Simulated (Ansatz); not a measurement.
**SnSe2 monolayer (1T): the cell at rest**

Aim: bring SnSe2 monolayer (1T) to small forces and stress, as phonons need.

Calculated with Ansatz 0.2.0; DFT PBE, scalar-relativistic, plane waves, PAW.

### Step 1. Set-up

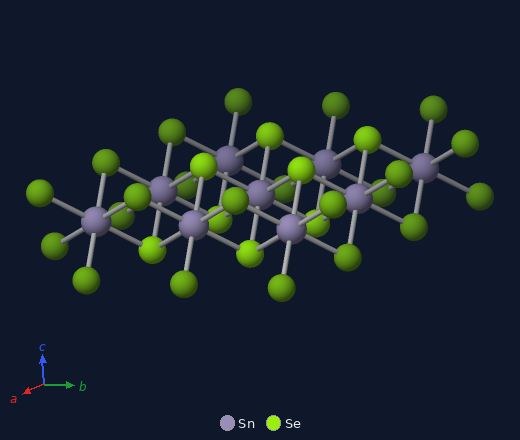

Start, viewed from a free direction; tin purple, selenium green. 2×2×1 cells are drawn. Some periodic images of atoms are drawn too.

The cell holds 3 atoms: 1 Sn and 2 Se. Cell: a = 3.800 Å, b = 3.800 Å, c = 20.000 Å, α = 90.0°, β = 90.0°, γ = 120.0°. Vacuum lies along c.

### Step 2. Probe on a coarse mesh

A quick single point on a coarse mesh tells whether the cell has a gap and how far it is from rest, which sets the k mesh and smearing that follow.

The program solves this slab on a cell height of its own, 29.9 Å, in place of the one typed.

Contents of input.yaml:

```yaml
crystal:
  lattice:
    - [3.8, 0.0, 0.0]
    - [-1.9, 3.2909, 0.0]
    - [0.0, 0.0, 20.0]
  atoms:
    - { symbol: Sn, position: [0.0, 0.0, 0.5] }
    - { symbol: Se, position: [0.333333, 0.666667, 0.57659] }
    - { symbol: Se, position: [0.666667, 0.333333, 0.42341] }
  periodic: [true, true, false]
kpoints:
  mp_grid: { grid: [6, 6, 1] }
hamiltonian:
  xc: pbe
scf:
  occupations: { method: gaussian, width: 0.1 }
output:
  forces: true
  stress: true
  eigenvalues: true
```

Launch:

```bash
> ansatz run input.yaml --threads 8 --pin off --max-ram 14336MiB --backend cpu --events-out ev --progress --plain --runs-dir out
```

Numbers of over 12 decimals in the logs are rounded to 6 here.

The program printed:

```text
[...]
k-point 1: bands = [... 19 lower, -7.3327, -7.3098, -6.9202, -6.0659, -3.5893, -2.1000, -0.9720 (-0.9720°), -0.7312, ... 1 higher]
  k-point 2: bands = [... 19 lower, -8.3155, -8.1601, -6.7000, -6.2542, -4.5778, -1.7155, -0.4890, -0.0352, ... 1 higher]
  k-point 6: bands = [... 19 lower, -9.8513, -9.4375, -6.8309, -6.8309, -3.8885, -0.4180, -0.4180, 0.9092, ... 1 higher]
  ° read free of the cell's end (the report's vacuum.weakly_bound_levels)
[key lines of the parts left out:]
SCF converged after 7 iterations
Free energy (F): -16963.281894 eV
Fermi energy:    -5.583611 eV
P = ½ c Tr σ = 3.0015 N/m
```

It took 0.93 s on 8 threads of Arm Neoverse V2, shared host; peak memory 0.76 GiB; 5.8 s of CPU time.

This step gave:

- gap on the k-mesh: 0.9574 eV
- direct gap on mesh: 1.265 eV
- area per atom: 4.168 Å²

The coarse mesh shows a gap of 0.96 eV.

### Step 3. Rough relaxation

The start is far from rest, so a relaxation with loose tolerances brings it close first.

The program solves this slab on a cell height of its own, 29.9 Å, in place of the one typed.

input.yaml: that of step 2 with these lines changed.

```diff
@@ -20 +20,6 @@
   eigenvalues: true
+relax:
+  adjacent_minimum: "off"
+  f_tol: 0.05
+  max_steps: 80
+  cell: { stress_2d_tol: 0.02 }
```

The program printed:

```text
[...]
Crystal: 3 atoms, lattice volume = 374.252 Å³
Basis set: ecut = 420 eV, 7301 PW (Γ), exchange–correlation on 54×54×432 points (8 copies of the dense FFT grid, shifted against one another)
Bands: 28, of which v1, the nominal top of the filled ones, is band 23 counted from 1 (22 counted from 0)
Symmetry: 12 space group operations
[...]
F+E_penalty+E_count = -16963.37488595 eV   max|allowed force component| = 3.579e-4 eV/Å   (the final SCF, on the basis selected at the relaxed cell)
  cell:  # Å, volume = 388.5200 Å³
    - [3.871759, 0.0, 0]
    - [-1.935880, 3.353042, 0]
    - [0, 0, 29.927200]
  atoms:
    - { symbol: Sn, position: [0, 0, 0.334144] }
    - { symbol: Se, position: [0.333333, 0.666667, 0.387380] }
    - { symbol: Se, position: [0.666667, 0.333333, 0.280909] }
[key lines of the parts left out:]
SCF converged after 8 iterations
Free energy (F): -16963.374886 eV
Fermi energy:    -5.654374 eV
P = ½ c Tr σ = 0.0042 N/m
```

Run time: 5.3 s. Hardware: 8 threads; peak memory 0.81 GiB.

Relaxation path:

| step | energy less that of the first step (eV) | largest force component (eV/Å) | volume (Å³) |
| --- | --- | --- | --- |
| 1 | 0.0000 | 0.8630 | 374.25 |
| 2 | 0.0454 | 1.0334 | 379.74 |
| 3 | -0.0908 | 0.1004 | 386.35 |
| 4 | -0.0923 | 0.0152 | 387.89 |
| 5 | -0.0923 | 0.0001 | 388.52 |
| 6* | -0.0930 | 0.0004 | 388.52 |

Relaxation steps marked * repeat the geometry before them on a plane-wave basis chosen anew for their cell, so energy and pressure can jump there. Relaxation step 2 was tried and not accepted.

The run keeps the 12 symmetry operations that it works with, so distortions that break them were not tested.

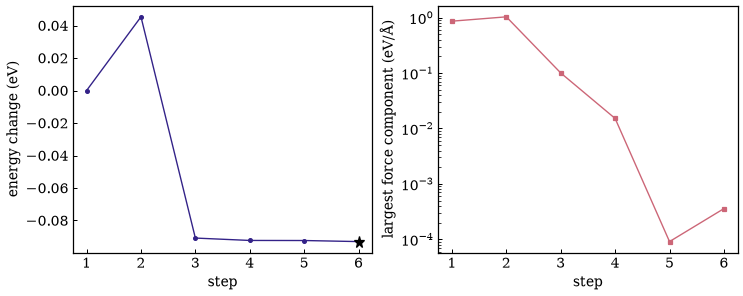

Energy and largest force along the relaxation. Stars mark steps on a basis chosen anew.

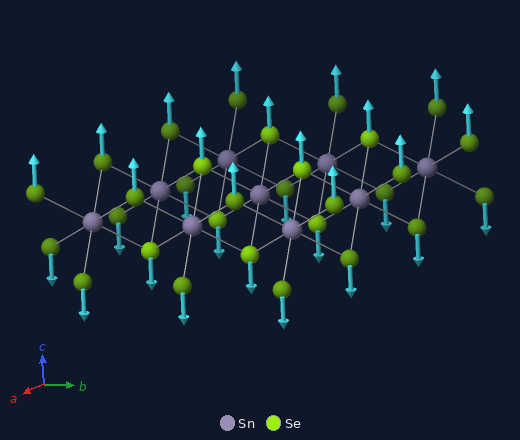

Displacements in the relaxation, exaggerated, measured against the changing cell; the longest in the cell stands for 0.06 Å. 2×2×1 cells are drawn. Some periodic images of atoms are drawn too.

| cell as run | before | after | change |
| --- | --- | --- | --- |
| a (Å) | 3.800 | 3.872 | +1.9 % |
| b (Å) | 3.800 | 3.872 | +1.9 % |

The atoms that moved most (Å, along periodic axes as changes of fractional coordinates times the final cell, across vacuum about the mean position):

| atom | dx | dy | dz | length |
| --- | --- | --- | --- | --- |
| Se3 | 0.000 | 0.000 | -0.061 | 0.061 |
| Se2 | 0.000 | 0.000 | 0.061 | 0.061 |

The relaxed structure:

```xyz
3
Lattice="3.8718 0.0000 0.0000 -1.9359 3.3530 0.0000 0.0000 0.0000 29.9272" Properties=species:S:1:pos:R:3
Sn    0.0000    0.0000   10.0000
Se    0.0000    2.2354   11.5932
Se    1.9359    1.1177    8.4068
```

Numbers from this step:

| Quantity | Value |
| --- | --- |
| gap on the k-mesh | 0.8011 eV |
| direct gap on mesh | 1.104 eV |
| area per atom | 4.327 Å² |

The relaxation ends with a largest force component of 3.6e-4 eV/Å.

### Step 4. Relaxation

The cell and atoms are relaxed, since residual forces and stress would shift the frequencies.

Contents of input.yaml:

```yaml
crystal:
  lattice:
    - [3.8717592958, 0.0, 0.0]
    - [-1.9358796479, 3.3530419075, 0.0]
    - [0.0, 0.0, 29.9272]
  atoms:
    - { symbol: Sn, position: [0.0, 0.0, 0.3341441899] }
    - { symbol: Se, position: [0.3333333333, 0.6666666667, 0.3873795319] }
    - { symbol: Se, position: [0.6666666667, 0.3333333333, 0.2809088479] }
  periodic: [true, true, false]
kpoints:
  mp_grid: { grid: [9, 9, 1] }
hamiltonian:
  xc: pbe
scf:
  occupations: { method: gaussian, width: 0.02 }
output:
  forces: true
  stress: true
  eigenvalues: true
  write_density: true
  write_potential: true
  elf: true
  volumetric_format: npy
relax:
  adjacent_minimum: "off"
  f_tol: 0.005
  max_steps: 80
  cell: { stress_2d_tol: 0.02 }
```

The program printed:

```text
[...]
Crystal: 3 atoms, lattice volume = 388.520 Å³
Basis set: ecut = 420 eV, 7685 PW (Γ), exchange–correlation on 54×54×432 points (8 copies of the dense FFT grid, shifted against one another)
Bands: 28, of which v1, the nominal top of the filled ones, is band 23 counted from 1 (22 counted from 0)
[... 1 set-up line as in the run before ...]
[...]
k-points: 12 of 81
[...]
SCF iter   1: F=—  HF=-16963.386487 eV  |F-HF|=—  |Δ(HF+E_count)|=         —  Δρ=7.26e-4  dr2=5.01e-3  ethr=1.77e-3  ⟨swp⟩=15.6  Hψ=2275  notcnv=0
[...]
SCF iter   7: F=-16963.385149 eV  HF=-16963.385149 eV  |F-HF|=4.50e-8  |Δ(HF+E_count)|=   6.90e-8  Δρ=1.77e-6  dr2=1.29e-8  ethr=2.17e-10  ⟨swp⟩=23.0  Hψ=3198  notcnv=0
SCF 1 converged in 7 iterations: F = -16963.385149 eV  dr2 = 1.29e-8
[...]
relax step   1: F+E_penalty+E_count = -16963.38514861 eV  Δ(F+E_penalty+E_count) = +0.000e0 eV  max|allowed force component| = 7.228e-3 eV/Å  Δτ_max = 0.0000 Å  P = -0.051 N/m  Ω = 388.520 Å³  fix = [c, alpha, beta]  reactions: c -0.000 N/m  (7 SCF iters, dr2 threshold 1.00e-7 eV, accepted)
Crystal: 3 atoms, lattice volume = 387.800 Å³
Basis set: ecut = 420 eV, 7673 PW (Γ), exchange–correlation on 54×54×432 points (8 copies of the dense FFT grid, shifted against one another)
[...]
SCF iter   6: F=-16963.385167 eV  HF=-16963.385167 eV  |F-HF|=2.18e-10  |Δ(HF+E_count)|=   1.76e-9  Δρ=2.06e-7  dr2=5.72e-10  ethr=8.21e-12  ⟨swp⟩=13.2  Hψ=2607  notcnv=0
SCF 2 converged in 6 iterations: F = -16963.385167 eV  dr2 = 5.72e-10
relax step   2: F+E_penalty+E_count = -16963.38516674 eV  Δ(F+E_penalty+E_count) = -1.813e-5 eV  max|allowed force component| = 2.330e-2 eV/Å  Δτ_max = 0.0045 Å  P = -0.030 N/m  Ω = 387.800 Å³  energy of the carried Pulay correction = +2.977e-5 eV  fix = [c, alpha, beta]  (6 SCF iters, dr2 threshold 3.78e-9 eV, rejected (line search))
Crystal: 3 atoms, lattice volume = 388.092 Å³
[...]
SCF iter   8: F=-16963.385209 eV  HF=-16963.385209 eV  |F-HF|=7.28e-12  |Δ(HF+E_count)|=  5.82e-11  Δρ=7.92e-9  dr2=4.27e-13  ethr=1.00e-12  ⟨swp⟩=9.8  Hψ=1888  notcnv=0
SCF 3 converged in 8 iterations: F = -16963.385209 eV  dr2 = 4.27e-13
relax step   3: F+E_penalty+E_count = -16963.38520873 eV  Δ(F+E_penalty+E_count) = -6.013e-5 eV  max|allowed force component| = 3.057e-3 eV/Å  Δτ_max = 0.0018 Å  P = -0.027 N/m  Ω = 388.092 Å³  energy of the carried Pulay correction = +1.769e-5 eV  fix = [c, alpha, beta]  reactions: c -0.000 N/m  (8 SCF iters, accepted)
[...]
relax step   4: F+E_penalty+E_count = -16963.38522354 eV  Δ(F+E_penalty+E_count) = -1.481e-5 eV  max|allowed force component| = 1.797e-3 eV/Å  Δτ_max = 0.0002 Å  P = +0.001 N/m  Ω = 387.877 Å³  energy of the carried Pulay correction = +2.655e-5 eV  fix = [c, alpha, beta]  reactions: c +0.000 N/m  (5 SCF iters, dr2 threshold 1.02e-9 eV, accepted)
[...]
SCF iter   1: F=—  HF=-16963.385158 eV  |F-HF|=—  |Δ(HF+E_count)|=         —  Δρ=1.67e-6  dr2=1.26e-8  ethr=1.01e-6  ⟨swp⟩=4.9  Hψ=3390  notcnv=0
eigensolver tolerance schedule: the retry pair's looser diagonalisation over-reported the residual by 36942.95 of it (diagonalisation noise at an unbounded share of the residual, at the tolerance the schedule requests for it); recorded, not acted on — ethr = c·dr2/N_el stays at c = 1.0e-1
SCF iter   2: F=—  HF=-16963.385202 eV  |F-HF|=—  |Δ(HF+E_count)|=   4.36e-5  Δρ=1.63e-6  dr2=2.05e-8  ethr=2.75e-11  ⟨swp⟩=5.9  Hψ=1177  notcnv=0
[...]
SCF iter   7: F=-16963.385202 eV  HF=-16963.385202 eV  |F-HF|=1.46e-11  |Δ(HF+E_count)|=  1.82e-11  Δρ=1.92e-8  dr2=1.41e-12  ethr=1.00e-12  ⟨swp⟩=10.0  Hψ=1930  notcnv=0
SCF 5 converged in 7 iterations: F = -16963.385202 eV  dr2 = 1.41e-12
relax step   5: F+E_penalty+E_count = -16963.38520152 eV  Δ(F+E_penalty+E_count) = +2.202e-5 eV  max|allowed force component| = 1.811e-3 eV/Å  Δτ_max = 0.0000 Å  P = +0.001 N/m  Ω = 387.877 Å³  fix = [c, alpha, beta]  reactions: c +0.000 N/m  stress off target by 1.10e-3 N/m on what of the cell is left free  SCF on the basis re-selected at this cell (its energy is not comparable with the rows above)  (7 SCF iters)
basis re-selected at this cell: Δ(F+E_penalty+E_count) = +2.202e-5 eV, ΔP = -0.000 N/m vs the last step (what re-selecting the basis moved, of the pressure what is left beyond the Pulay correction that the steps carried, after the strain that the cell walked since its last selection, with what the two solves' SCF thresholds leave and, on support functions, any second-order correction that the steps lacked; it is no m [...]
SCF converged after 7 iterations
Free energy (F): -16963.385202 eV
[...]
Internal energy: -16963.385202 eV  (E = F + TS)
E sigma→0 (E₀):  -16963.385202 eV
Fermi energy:    -5.626359 eV
[...]
--- Forces (eV/Å), atoms counted from 1 ---
  atom   1  Sn    -0.00000000     0.00000000     0.00000000
  atom   2  Se    -0.00000000    -0.00000000     0.00181143
  atom   3  Se    -0.00000000     0.00000000    -0.00181143
  max |Σ_I F_I| component: 9.25e-18 eV/Å
--- 2D stress c σ (N/m, compression-positive) ---
        0.001103       0.000000       0.000000
       -0.000000       0.001103      -0.000000
        0.000000      -0.000000       0.000000
  P = ½ c Tr σ = 0.0011 N/m
--- Band table (eV; the first three rows and the last of 12) ---
  k-point 0: bands = [... 19 lower, -6.5118, -6.5118, -6.1323, -6.1323, -4.5441, -2.9967, -1.4773, -1.4773, ... 1 higher]
  k-point 1: bands = [... 19 lower, -7.0320, -6.8696, -6.6989, -6.0498, -4.0068, -2.3872, -1.6002 (-1.6002°), -1.2110, ... 1 higher]
  k-point 2: bands = [... 19 lower, -7.6695, -7.4352, -6.8507, -6.1065, -4.0827, -2.0728, -0.7078 (-0.7078°), -0.6951, ... 1 higher]
  k-point 11: bands = [... 19 lower, -9.5578, -9.1823, -6.8304, -6.8304, -4.2417, -0.7778, -0.7778, 0.4869, ... 1 higher]
  ° read free of the cell's end (the report's vacuum.weakly_bound_levels)
--- Relaxed structure (4 steps of the walk, 3 accepted, 1 SCFs on fresh bases) ---
[...]
cell:  # Å, volume = 387.8774 Å³
    - [3.868556, 0.0, 0]
    - [-1.934278, 3.350268, 0]
    - [0, 0, 29.9272]
  atoms:
    - { symbol: Sn, position: [0, 0, 0.334144] }
    - { symbol: Se, position: [0.333333, 0.666667, 0.387434] }
    - { symbol: Se, position: [0.666667, 0.333333, 0.280855] }
```

Elapsed: 6.7 s, on 8 threads; peak memory 1 GiB.

Little changed from the start: no atom moved by 0.005 Å and no cell edge by 0.1 %.

This step gave:

```yaml
gap_on_the_k_mesh: 0.8468 eV
direct_gap_on_mesh: 1.146 eV
area_per_atom: 4.32 Å²
```

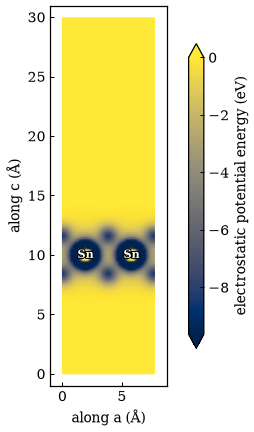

Electrostatic potential energy in the ac plane at fractional y = 0.000, with atoms of Sn within 0.2 Å of it. With pseudopotentials it is smooth inside the atoms' cores, unlike the true potential. The map starts off the cell's origin, so that atoms lie inside it.

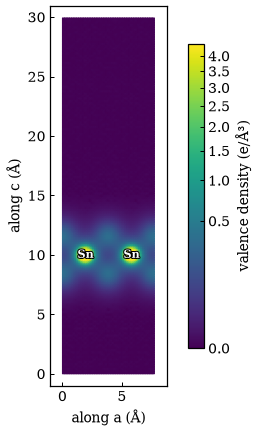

Valence density in the ac plane at fractional y = 0.000, with atoms of Sn within 0.2 Å of it. It is the smooth field of the valence electrons, not physical close to the nuclei. The map starts off the cell's origin, so that atoms lie inside it. The colour scale is stretched toward low values.

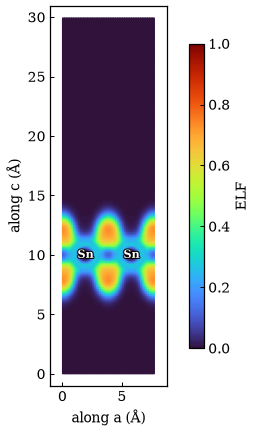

ELF in the ac plane at fractional y = 0.000, with atoms of Sn within 0.2 Å of it. It is the smooth field of the valence electrons, not physical close to the nuclei. The map starts off the cell's origin, so that atoms lie inside it.

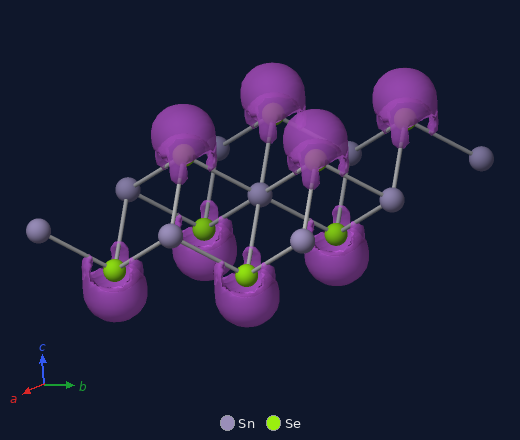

Surface of ELF = 0.79. 2×2×1 cells are drawn.

### Step 5. Relaxing to small forces for the phonons

Phonons need a cell at rest on their own settings, so the relaxation is repeated with tight tolerances on forces and stress on the k mesh and occupations of the first response run.

Contents of input.yaml:

```yaml
crystal:
  lattice:
    - [3.8685558024, 0.0, 0.0]
    - [-1.9342779012, 3.3502676009, 0.0]
    - [0.0, 0.0, 29.9272]
  atoms:
    - { symbol: Sn, position: [0.0, 0.0, 0.3341441899] }
    - { symbol: Se, position: [0.3333333333, 0.6666666667, 0.3874338039] }
    - { symbol: Se, position: [0.6666666667, 0.3333333333, 0.2808545759] }
  periodic: [true, true, false]
kpoints:
  mp_grid: { grid: [9, 9, 1] }
hamiltonian:
  xc: pbe
scf:
  occupations: { method: fixed }
output:
  forces: true
  stress: true
  eigenvalues: true
relax:
  adjacent_minimum: "off"
  f_tol: 0.001
  max_steps: 60
  cell: { stress_2d_tol: 0.002 }
```

The program printed:

```text
[...]
Crystal: 3 atoms, lattice volume = 387.877 Å³
Basis set: ecut = 420 eV, 7673 PW (Γ), exchange–correlation on 54×54×432 points (8 copies of the dense FFT grid, shifted against one another)
Bands: 28, of which v1, the nominal top of the filled ones, is band 23 counted from 1 (22 counted from 0)
[... 1 set-up line as in the run before ...]
[...]
k-points: 12 of 81
[...]
° read free of the cell's end (the report's vacuum.weakly_bound_levels)
--- Relaxed structure (3 steps of the walk, 2 accepted, 1 SCFs on fresh bases) ---
[...]
cell:  # Å, volume = 387.8623 Å³
    - [3.868481, 0.0, 0.0]
    - [-1.934240, 3.350203, 0.0]
    - [0.0, 0.0, 29.9272]
  atoms:
    - { symbol: Sn, position: [0, 0, 0.3341441899] }
    - { symbol: Se, position: [0.333333, 0.666667, 0.387441] }
    - { symbol: Se, position: [0.666667, 0.333333, 0.280847] }
[key lines of the parts left out:]
SCF converged after 10 iterations
Free energy (F): -16963.385203 eV
Fermi energy:    -6.049165 eV
P = ½ c Tr σ = -0.0003 N/m
```

Run time: 5.8 s. Hardware: 8 threads; peak memory 1 GiB; 41 s of CPU time.

Little changed from the start: no atom moved by 0.005 Å and no cell edge by 0.1 %.

Numbers from this step:

* gap on the k-mesh: 0.8462 eV

The largest force component left is 0.014 meV/Å, within the tolerances set.

### Step 6. Summary of results

| Property | Result |
| --- | --- |
| space group after relaxation (within 0.01 Å) | P-3m1 |
| lattice constant a | 3.868 Å |
| lattice constant b | 3.868 Å |
| area per atom | 4.32 Å² |
| gap on the k-mesh | 0.846 eV |

What this shows: The largest force component left is 0.014 meV/Å, within the tolerances set. The relaxation keeps the symmetry of its start, so it says nothing on stability against lower symmetry. Spin-orbit coupling is left out, which can matter for the heavy elements here. The starting cell was built on a prototype and not taken from a measurement.

[Logs are printed without paths, hosts, clocks, repeated set-up lines and the standing remarks that a program may print on its own settings, such as how far it seeks lower states.]

[Hosts, paths, dates, database ids (printed as entryN), source tags and the programs' standing remarks are cut or masked in the printed files.]
